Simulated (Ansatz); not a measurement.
The figure comes from a scan of TiSi2 (C54 type, space group Fddd): a phonon pattern at L = (0.5, 0.0, 0.0) is frozen into a 12-atom cell, Q being the largest atomic displacement. These are PBE (plane waves to 420 eV, PAW, scalar-relativistic; Ansatz, a quantum-chemistry and plane-wave program) values and carry that method's errors. k mesh 7×13×13 (Γ-centred), Fermi-Dirac smearing 0.05 eV. The energy includes the smearing's −TS. With partly filled bands, energies and forces of such displacements shift with the k mesh and the smearing. The PAW data are Ansatz's earlier set. TiSi2 is run without spin polarisation. TiSi2 was relaxed with its symmetry unable to fall. ΔE is measured from the undisplaced structure.

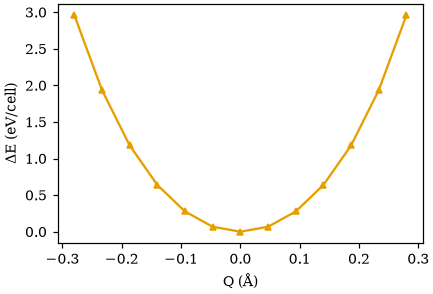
Fig. 1. ΔE (eV/cell) against Q (Å); one marker a computed point.

Q: Turn the plot into a table (rounded to what can be read).

A: To the nearest 0.05:

```tsv
Q (Å)	ΔE (eV/cell)
-0.280	2.95
-0.233	1.95
-0.187	1.20
-0.140	0.65
-0.093	0.30
-0.047	0.05
0.000	0.00
0.047	0.05
0.093	0.30
0.140	0.65
0.187	1.20
0.233	1.95
0.280	2.95
```

(A displaced cell: forces are minus the slopes of the energy, force constants its curvatures, and phonons follow from these.)
